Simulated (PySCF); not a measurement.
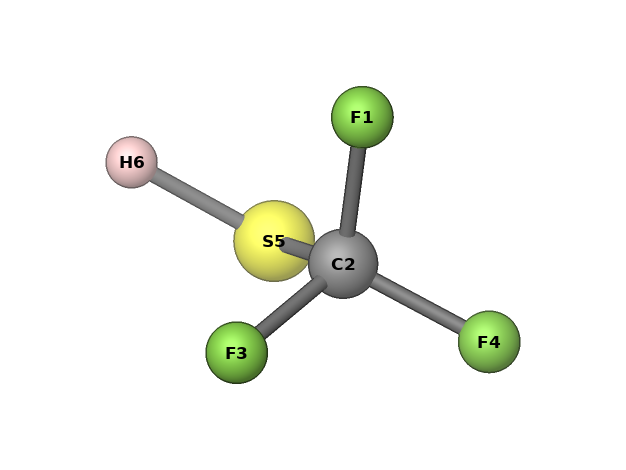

S5 lies behind C2. The molecule seen a little off the C2–S5 bond, C2 in front. Distant atoms are faded towards the background colour. The geometry was computed by an optimisation with PBE0-D3(BJ)/def2-SVP. No frequency run is at hand to confirm it as a minimum.

**What is the torsion angle F1–C2–S5–H6? The sign is positive where the front bond must turn clockwise to cover the back bond.**

−61°, synclinal (gauche).
